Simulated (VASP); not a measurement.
Band structure of PtTe2 (1T layered). Computed with revPBE GGA, VASP's PBE PAW potentials (set 64) (plane waves; VASP).

Unless said otherwise, spin-orbit coupling is left out, though it shifts the bands of the heavy elements here.

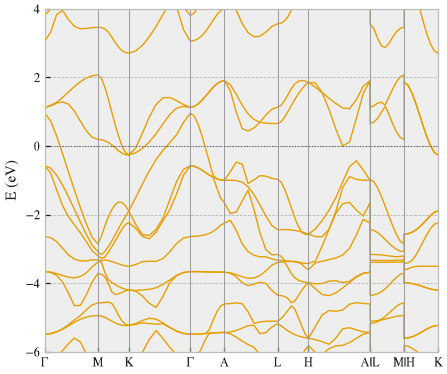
*Bands along high-symmetry lines, zero at the valence-band maximum or, without a gap, the Fermi level*

**Question.** Read the plot: is there a gap, and where are the band edges?

**Answer.** It has no gap at this level: it comes out as a metal or semimetal. (Edges off the drawn lines would not show.)

The compound is PtTe2 in the 1T layered structure. It was relaxed first, which changed the volume by +10 %.
